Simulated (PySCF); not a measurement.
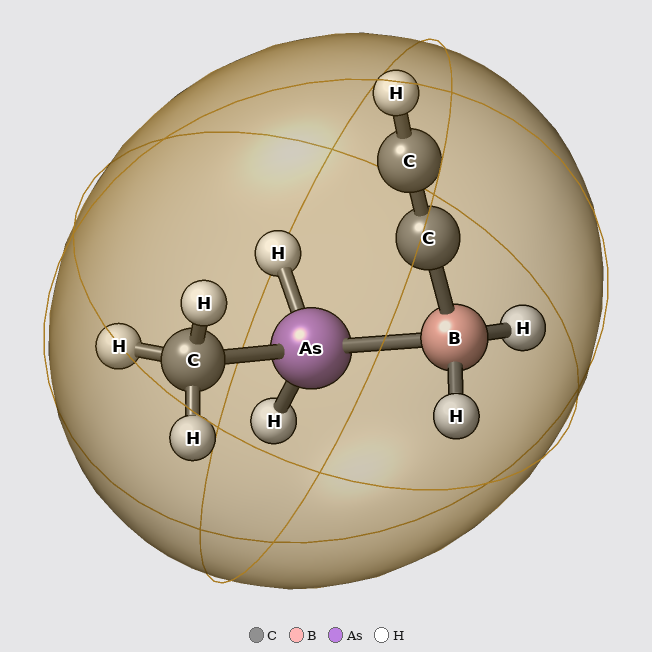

The ellipsoid shows the static dipole polarisability: its half-axes are proportional to the principal values. Computed geometry: GFN2-xTB optimisation. No frequency run is at hand to confirm it as a minimum. Method: CAM-B3LYP/def2-SVPD (PySCF 2.14.0).

Question. How large and how anisotropic is the polarisability?

Answer. Principal values 68.4, 81.3, 100.2 bohr³; mean 83.3 bohr³ (12.35 Å³); anisotropy 27.7 bohr³, so the longest axis is 1.46 times the shortest.

The geometry is semi-empirical. Around As, B such bond lengths and angles can be off by a tenth of an ångström or more and by several degrees, and values that hang on the shape move with them.
